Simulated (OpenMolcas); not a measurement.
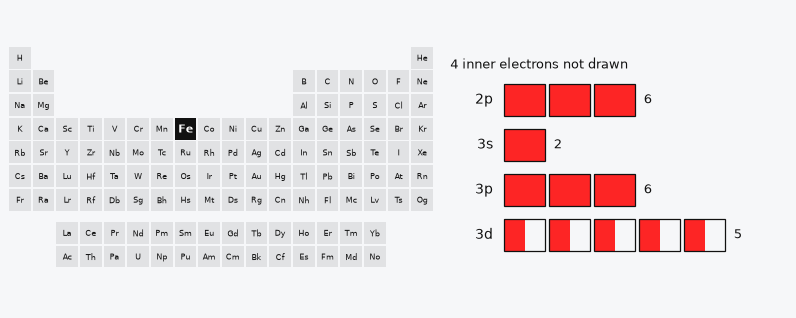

Left, the place of iron in the periodic table; right, the outer shells of the leading configuration of the lowest level: a box for each of the 2l + 1 orbitals, shaded by the share of the shell that is filled, with the electron count at the right.

# Fe³⁺ complex: multiconfigurational calculation (part 1 of 2)

- system: Fe³⁺ with 6 ligands (Cl; octahedron, 2.405 Å), embedded in Cs2NaYCl6 by model potentials and point charges, whose field is part of the energies.
- method: state-averaged CASSCF, active space 5 electrons in the shell 3d, basis ANO-RCC-VTZP on the metal and ANO-RCC-VDZP on the ligands, DKH2 scalar Hamiltonian, spin-orbit coupling by RASSI with atomic mean-field integrals (OpenMolcas)

Summary:

- outcome: converged
- energy of the lowest spin-free term: −4038.00701 hartree
- energy of the lowest spin-orbit level: −4038.00713 hartree
- largest spread among components of a term: 0.0 cm⁻¹
- hardware: 1 thread of Arm Neoverse V1, 24 GiB of memory available, shared host
- wall time: 1.8 min
- peak memory: 0.2 GiB

Remarks:

Without dynamic correlation the splittings between terms come out too large, often by 20 to 50 %. Limits: small active space favours high spin, ground spin may be wrong; the geometry is set by hand, with no relaxation.

Input file:
```
&GATEWAY
Basis set
Fe.ANO-RCC-VTZP.
Fe1 0.0 0.0 0.0 Angstrom
End of basis
Basis set
Cl.ANO-RCC-VDZP.
L1 2.405000 0.000000 0.000000 Angstrom
L2 0.000000 2.405000 0.000000 Angstrom
L3 0.000000 0.000000 2.405000 Angstrom
End of basis
Basis set
Na.EMB-AIMP.Al-Abdalla.7s4p.1s1p.ECP.Cs2NaYCl6.
PseudoCharge
* 3 symmetry-unique lattice sites within 7.6 angstrom
End of basis
Basis set
Cs.EMB-AIMP.Al-Abdalla.0s.0s.ECP.Cs2NaYCl6.
PseudoCharge
* 4 symmetry-unique lattice sites within 7.6 angstrom
End of basis
Basis set
Cl.EMB-AIMP.Al-Abdalla.0s.0s.ECP.Cs2NaYCl6.
PseudoCharge
* 12 symmetry-unique lattice sites within 7.6 angstrom
End of basis
Basis set
Y.EMB-AIMP.Al-Abdalla.0s.0s.ECP.Cs2NaYCl6.
PseudoCharge
* 6 symmetry-unique lattice sites within 7.6 angstrom
End of basis
Symmetry
XYZ
AngMom=0.0 0.0 0.0
AMFI
RICD
XField
1564 Angstrom 0
* Evjen-weighted lattice charges
&SEWARD
&RASSCF
FileOrb=start.orb
Symmetry=1
Spin=6
nActEl=5 0 0
Inactive=30 33
Ras2=5 0
CIRoot=1 1 1
SDav=1
CIMx=300
Iter=150 100
PrWF=0.3
OrbListing=Nothing
MaxOrb=0
LevShft=1.0
>>> COPY $Project.JobIph JOB001
&RASSCF
FileOrb=start.orb
Symmetry=1
Spin=4
nActEl=5 0 0
Inactive=30 33
Ras2=5 0
CIRoot=24 24 1
SDav=24
CIMx=300
Iter=150 100
PrWF=0.3
OrbListing=Nothing
MaxOrb=0
LevShft=1.0
>>> COPY $Project.JobIph JOB002
&RASSCF
FileOrb=start.orb
Symmetry=1
Spin=2
nActEl=5 0 0
Inactive=30 33
Ras2=5 0
CIRoot=75 75 1
SDav=75
CIMx=300
Iter=150 100
PrWF=0.3
OrbListing=Nothing
MaxOrb=0
LevShft=1.0
>>> COPY $Project.JobIph JOB003
&RASSI
NrOfJobIphs=3 1 24 75
1
1 2 3 4 5 6 7 8 9 10 11 12 13 14 15 16 17 18 19 20 21 22 23 24
1 2 3 4 5 6 7 8 9 10 11 12 13 14 15 16 17 18 19 20 21 22 23 24 25 26 27
28 29 30 31 32 33 34 35 36 37 38 39 40 41 42 43 44 45 46 47 48 49 50 51
52 53 54 55 56 57 58 59 60 61 62 63 64 65 66 67 68 69 70 71 72 73 74 75
IphNames
JOB001
JOB002
JOB003
EJob
SpinOrbit
DIPRint=1.0
SOCoupling=1000.0
Subsets=2
Property=9
'ANGMOM' 1 'ANGMOM' 2 'ANGMOM' 3 'MLTPL  1' 1 'MLTPL  1' 2 'MLTPL  1' 3
'AMFI' 1 'AMFI' 2 'AMFI' 3
SOProperty=3
'ANGMOM' 1 'ANGMOM' 2 'ANGMOM' 3
```

The file start.orb holds starting orbitals from an earlier step. A driver script formed the levels outside the program, from RASSI's spin-orbit matrix and the active-space energies, averaged over the components of each term or state.

Run as:
```bash
OMP_NUM_THREADS=1 MOLCAS_MEM=2457 MOLCAS_PROJECT=a pymolcas a.inp > a.log  # once for each step of the input, in one work folder
```

Output (extracts):
```
--- SEWARD ---
Basis set label: FE.ANO-RCC...6S5P3D2F1G.

      Electronic valence basis set:
      ------------------
      Associated Effective Charge  26.000000 au
      Associated Actual Charge     26.000000 au
      Nuclear Model: Point charge

      Shell  nPrim  nBasis  Cartesian Spherical Contaminant
         s      21       6        X
         p      15       5        X
         d      10       3                 X
         f       6       2                 X
         g       4       1                 X
                  Relativistic Douglas-Kroll-Hess integrals:
                    - DKH order of Hamiltonian: 2
                    - DKH order of Properties : 0
                  Atomic mean-field integrals
--- RASSCF ---
Wave function specifications:
      -----------------------------

      Number of closed shell electrons         126
      Number of electrons in active shells       5
      Max number of holes in RAS1 space          0
      Max nr of electrons in RAS3 space          0
      Number of inactive orbitals               63
      Number of active orbitals                  5
      Number of secondary orbitals             123
      Spin quantum number                      2.5
      State symmetry                             1
Orbital specifications:
      -----------------------

      Symmetry species                           1   2
                                                ag  au
      Frozen orbitals                            0   0
      Inactive orbitals                         30  33
      Active orbitals                            5   0
      RAS1 orbitals                              0   0
      RAS2 orbitals                              5   0
      RAS3 orbitals                              0   0
      Secondary orbitals                        61  62
      Deleted orbitals                           0   0
      Number of basis functions                 96  95
      Number of CSFs                             1
      Number of root(s) required                 1
      Iter CI   SX   CI       RASSCF       Energy    max ROT     max BLB   max BLB  Level Ln srch  Step   QN
          iter iter root      energy       change     param      element    value   shift minimum  type update
 Nr of preliminary CI iterations:   1
      Total energies have been shifted. Add                -4000.00 au
        1   1   12    1   -37.26354587    0.00E+00  -8.78E-02   35  41 1  3.31E-01*  1.56   0.00    SX    NO
        2   1   13    1   -37.80280681   -5.39E-01* -6.16E-02   11  34 2  1.55E-01*  1.20   0.00    SX    NO
        3   1   13    1   -37.95343960   -1.51E-01* -4.17E-02   11  34 2  8.13E-02*  1.05   0.00    SX    NO
        4   1   12    1   -37.99129057   -3.79E-02* -2.28E-02   33  36 2  4.03E-02*  0.98   0.00    SX    NO
        5   1   12    1   -38.00142661   -1.01E-02* -2.28E-02   33  36 2  2.20E-02*  0.95   2.13    LS   YES
        6   1   12    1   -38.00539329   -3.97E-03*  6.05E-03   31  80 2 -7.88E-03*  0.93   1.12    QN   YES
        7   1   11    1   -38.00652291   -1.13E-03*  4.52E-03    4  44 2 -5.62E-03*  0.93   1.77    LS   YES
        8   1   11    1   -38.00678555   -2.63E-04*  1.45E-03    5  45 2 -4.88E-03*  0.93   1.03    QN   YES
        9   1   10    1   -38.00693995   -1.54E-04*  1.73E-03   30  82 1  1.78E-03*  0.93   1.62    QN   YES
       10   1    9    1   -38.00700105   -6.11E-05* -5.57E-04    4  44 2  7.47E-04*  0.93   1.18    QN   YES
       11   1    9    1   -38.00700909   -8.05E-06* -3.10E-04    4  44 2  5.61E-04*  0.93   1.42    QN   YES
       12   1    8    1   -38.00701096   -1.87E-06* -6.68E-05    9  34 2 -1.19E-04*  0.93   1.18    QN   YES
       13   1    7    1   -38.00701114   -1.79E-07* -3.03E-05    6  46 2 -4.66E-05   0.93   1.45    LS   YES
       14   1    7    1   -38.00701115   -1.05E-08* -1.56E-05    6  36 2  5.56E-05   0.93   0.73    QN   YES
       15   1    6    1   -38.00701117   -2.07E-08*  7.36E-06    6  36 2  2.31E-05   0.93   1.46    QN   YES
       16   1    5    1   -38.00701118   -3.42E-09   3.09E-06    8  42 1 -5.13E-06   0.93   1.26    QN   YES
      Convergence after 16 iterations
       17   1    5    1   -38.00701118    1.01E-09   3.09E-06    8  42 1 -2.18E-06   0.93   1.26    QN   YES
      Natural orbitals and occupation numbers for root  1
      sym 1:   1.000000   1.000000   1.000000   1.000000   1.000000
::    RASSCF root number  1 Total energy:  -4038.00701118
--- RASSCF ---
Wave function specifications:
      -----------------------------

      Number of closed shell electrons         126
      Number of electrons in active shells       5
      Max number of holes in RAS1 space          0
      Max nr of electrons in RAS3 space          0
      Number of inactive orbitals               63
      Number of active orbitals                  5
      Number of secondary orbitals             123
      Spin quantum number                      1.5
      State symmetry                             1
Orbital specifications:
      -----------------------

      Symmetry species                           1   2
                                                ag  au
      Frozen orbitals                            0   0
      Inactive orbitals                         30  33
      Active orbitals                            5   0
      RAS1 orbitals                              0   0
      RAS2 orbitals                              5   0
      RAS3 orbitals                              0   0
      Secondary orbitals                        61  62
      Deleted orbitals                           0   0
      Number of basis functions                 96  95
      Number of CSFs                            24
      Number of root(s) required                24
      Iter CI   SX   CI       RASSCF       Energy    max ROT     max BLB   max BLB  Level Ln srch  Step   QN
          iter iter root      energy       change     param      element    value   shift minimum  type update
 Nr of preliminary CI iterations:   1
      Total energies have been shifted. Add                -4000.00 au
        1   1   10    0   -37.80793191    0.00E+00  -1.47E-02   31  37 1 -2.52E-02*  0.95   0.00    SX    NO
        2   1   10    0   -37.81084556   -2.91E-03* -1.27E-02   24  33 1  1.41E-02*  0.96   0.00    SX    NO
        3   1   10    0   -37.81193966   -1.09E-03* -8.13E-03   23  35 1 -9.03E-03*  0.95   0.00    SX    NO
        4   1   10    0   -37.81242564   -4.86E-04*  6.08E-03   24  33 1  6.77E-03*  0.95   0.00    SX    NO
        5   1   10    0   -37.81265642   -2.31E-04*  8.85E-03   24  33 1  4.73E-03*  0.95   2.50    LS   YES
        6   1   10    0   -37.81284445   -1.88E-04*  4.99E-03   19  44 2  2.07E-03*  0.95   1.57    LS   YES
        7   1    9    0   -37.81287329   -2.88E-05* -6.01E-04   19  44 2  3.05E-03*  0.95   1.02    QN   YES
        8   1    9    0   -37.81288567   -1.24E-05*  7.36E-04   22  36 1 -8.55E-04*  0.95   1.18    QN   YES
        9   1    8    0   -37.81289088   -5.21E-06*  4.65E-04   21  46 2 -4.92E-04*  0.95   1.63    LS   YES
       10   1    8    0   -37.81289180   -9.22E-07*  1.26E-04   21  46 2 -5.61E-04*  0.95   1.00    QN   YES
       11   1    7    0   -37.81289217   -3.66E-07*  7.37E-05   19  44 2 -1.24E-04*  0.95   1.59    LS   YES
       12   1    7    0   -37.81289222   -5.24E-08*  8.21E-05   21  46 2  1.32E-04*  0.95   1.00    QN   YES
       13   1    7    0   -37.81289229   -6.23E-08*  6.02E-05   20  45 2  6.18E-05   0.95   1.73    LS   YES
       14   1    6    0   -37.81289230   -1.26E-08*  1.80E-05   25  40 1  2.12E-05   0.95   1.04    QN   YES
       15   1    6    0   -37.81289230   -5.18E-09   2.16E-05   22  36 1  1.70E-05   0.95   2.50    QN   YES
      Convergence after 15 iterations
       16   1    6    0   -37.81289231   -2.64E-09   2.16E-05   22  36 1  7.97E-06   0.95   2.50    QN   YES
      Natural orbitals and occupation numbers for root  1
      sym 1:   1.923158   1.000971   0.998964   1.000068   0.076838
      Natural orbitals and occupation numbers for root  2
      sym 1:   0.998943   1.000071   0.076841   1.923156   1.000989
      Natural orbitals and occupation numbers for root  3
      sym 1:   1.000634   1.923197   0.999339   1.000029   0.076802
::    RASSCF root number  1 Total energy:  -4037.88247818
::    RASSCF root number  2 Total energy:  -4037.88247818
::    RASSCF root number  3 Total energy:  -4037.88247818
::    RASSCF root number  4 Total energy:  -4037.86069863
::    RASSCF root number  5 Total energy:  -4037.86069863
::    RASSCF root number  6 Total energy:  -4037.86069863
::    RASSCF root number  7 Total energy:  -4037.85666061
::    RASSCF root number  8 Total energy:  -4037.85477521
::    RASSCF root number  9 Total energy:  -4037.85477521
::    RASSCF root number 10 Total energy:  -4037.82368698
::    RASSCF root number 11 Total energy:  -4037.82368698
::    RASSCF root number 12 Total energy:  -4037.82368698
::    RASSCF root number 13 Total energy:  -4037.81906028
::    RASSCF root number 14 Total energy:  -4037.81906028
::    RASSCF root number 15 Total energy:  -4037.80249233
::    RASSCF root number 16 Total energy:  -4037.80249233
::    RASSCF root number 17 Total energy:  -4037.80249233
::    RASSCF root number 18 Total energy:  -4037.76592377
::    RASSCF root number 19 Total energy:  -4037.74243601
::    RASSCF root number 20 Total energy:  -4037.74243601
::    RASSCF root number 21 Total energy:  -4037.74243601
::    RASSCF root number 22 Total energy:  -4037.73459452
::    RASSCF root number 23 Total energy:  -4037.73459452
::    RASSCF root number 24 Total energy:  -4037.73459452
--- RASSCF ---
Wave function specifications:
      -----------------------------

      Number of closed shell electrons         126
      Number of electrons in active shells       5
      Max number of holes in RAS1 space          0
      Max nr of electrons in RAS3 space          0
      Number of inactive orbitals               63
      Number of active orbitals                  5
      Number of secondary orbitals             123
      Spin quantum number                      0.5
      State symmetry                             1
Orbital specifications:
      -----------------------

      Symmetry species                           1   2
                                                ag  au
      Frozen orbitals                            0   0
      Inactive orbitals                         30  33
      Active orbitals                            5   0
      RAS1 orbitals                              0   0
      RAS2 orbitals                              5   0
      RAS3 orbitals                              0   0
      Secondary orbitals                        61  62
      Deleted orbitals                           0   0
      Number of basis functions                 96  95
      Number of CSFs                            75
      Number of root(s) required                75
      Iter CI   SX   CI       RASSCF       Energy    max ROT     max BLB   max BLB  Level Ln srch  Step   QN
          iter iter root      energy       change     param      element    value   shift minimum  type update
 Nr of preliminary CI iterations:   1
      Total energies have been shifted. Add                -4000.00 au
        1   1   10    0   -37.69964957    0.00E+00   8.46E-03   34  40 1 -1.55E-02*  0.94   0.00    SX    NO
        2   1   10    0   -37.70084548   -1.20E-03* -7.26E-03   23  33 1  8.10E-03*  0.94   0.00    SX    NO
        3   1   10    0   -37.70134620   -5.01E-04*  4.68E-03   23  33 1  5.20E-03*  0.94   0.00    SX    NO
        4   1   10    0   -37.70158285   -2.37E-04*  3.58E-03   23  33 1  3.98E-03*  0.94   0.00    SX    NO
        5   1   10    0   -37.70170011   -1.17E-04*  5.25E-03   23  33 1  2.78E-03*  0.94   2.50    LS   YES
        6   1    9    0   -37.70179945   -9.93E-05*  3.34E-03   21  45 2  1.45E-03*  0.93   1.65    LS   YES
        7   1    9    0   -37.70181753   -1.81E-05* -4.02E-04   21  45 2  2.13E-03*  0.93   1.01    QN   YES
        8   1    9    0   -37.70182298   -5.45E-06* -3.00E-04   22  36 1 -6.28E-04*  0.93   1.04    QN   YES
        9   1    8    0   -37.70182501   -2.03E-06* -2.54E-04   22  36 1 -3.25E-04*  0.93   1.85    LS   YES
       10   1    8    0   -37.70182554   -5.29E-07*  6.64E-05   21  45 2 -1.62E-04*  0.93   0.98    QN   YES
       11   1    7    0   -37.70182564   -9.84E-08*  8.14E-05   22  36 1 -5.37E-05   0.93   2.23    LS   YES
       12   1    7    0   -37.70182566   -2.43E-08* -3.94E-05   21  45 2  9.27E-05   0.93   0.73    QN   YES
       13   1    6    0   -37.70182568   -1.71E-08*  2.30E-05   21  45 2  2.21E-05   0.93   1.28    QN   YES
       14   1    5    0   -37.70182568   -2.34E-09   3.45E-05   22  36 1  8.81E-06   0.93   2.50    LS   YES
      Convergence after 14 iterations
       15   1    5    0   -37.70182568    3.56E-09   3.45E-05   21  45 2 -3.83E-05   0.93   2.50    LS   YES
      Natural orbitals and occupation numbers for root  1
      sym 1:   1.825670   1.828371   0.062365   1.095596   0.187997
      Natural orbitals and occupation numbers for root  2
      sym 1:   1.829247   1.091356   0.184641   1.831751   0.063005
      Natural orbitals and occupation numbers for root  3
      sym 1:   1.098623   1.825320   0.061884   1.823744   0.190428
::    RASSCF root number  1 Total energy:  -4037.83339655
::    RASSCF root number  2 Total energy:  -4037.83339655
::    RASSCF root number  3 Total energy:  -4037.83339655
::    RASSCF root number  4 Total energy:  -4037.81410029
::    RASSCF root number  5 Total energy:  -4037.81410029
::    RASSCF root number  6 Total energy:  -4037.81410029
::    RASSCF root number  7 Total energy:  -4037.81067370
::    RASSCF root number  8 Total energy:  -4037.80360217
::    RASSCF root number  9 Total energy:  -4037.80360217
::    RASSCF root number 10 Total energy:  -4037.80360217
::    RASSCF root number 11 Total energy:  -4037.79600419
::    RASSCF root number 12 Total energy:  -4037.79600419
::    RASSCF root number 13 Total energy:  -4037.79376750
::    RASSCF root number 14 Total energy:  -4037.77809921
::    RASSCF root number 15 Total energy:  -4037.77809921
::    RASSCF root number 16 Total energy:  -4037.77809921
::    RASSCF root number 17 Total energy:  -4037.77262134
::    RASSCF root number 18 Total energy:  -4037.77262134
::    RASSCF root number 19 Total energy:  -4037.76918522
::    RASSCF root number 20 Total energy:  -4037.76918522
::    RASSCF root number 21 Total energy:  -4037.76918522
::    RASSCF root number 22 Total energy:  -4037.75619081
::    RASSCF root number 23 Total energy:  -4037.75619081
::    RASSCF root number 24 Total energy:  -4037.75619081
::    RASSCF root number 25 Total energy:  -4037.74682029
::    RASSCF root number 26 Total energy:  -4037.74682029
::    RASSCF root number 27 Total energy:  -4037.74682029
::    RASSCF root number 28 Total energy:  -4037.74440359
::    RASSCF root number 29 Total energy:  -4037.74440358
::    RASSCF root number 30 Total energy:  -4037.74240175
```

(Continued in part 2.)
